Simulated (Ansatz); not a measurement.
```xyz
5

Mo    0.0445    0.0766    0.0319
O     0.0704    0.0827    1.7896
O     1.7026    0.1100   -0.5510
O    -0.7705    1.5332   -0.5195
S    -1.0470   -1.8024   -0.7510
```

Geometry: r2SCAN-D4/def2-SVPD; core potentials replace the inner electrons of Mo; the highest occupied orbital lies above zero, a sign that basis and functional describe the outermost electron poorly; not at a stationary point (largest force 0.7 eV/Å).

These are results of RKS PBE0-D4/def2-TZVPD in Ansatz, not measurements.

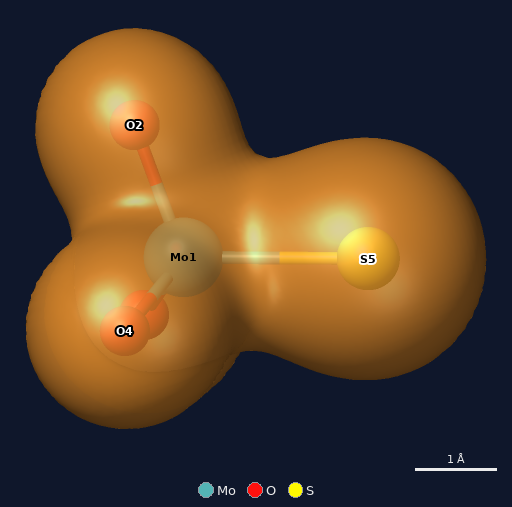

MoO3S (charge −2). Isosurface of the electron density at 0.1 e/Å³ (orange), seen across its widest extent.

> How is the density connected at this value?

At this value the surface is in one piece. It bridges the sampled Mo–O (1.76 Å) and Mo–S (2.31 Å) contacts, where the density stays above the isovalue. On the grid the lowest density along these lines, outside the cores, is 1.5 e/Å³ (Mo–O, 1.76 Å) and 0.73 e/Å³ (Mo–S, 2.31 Å).
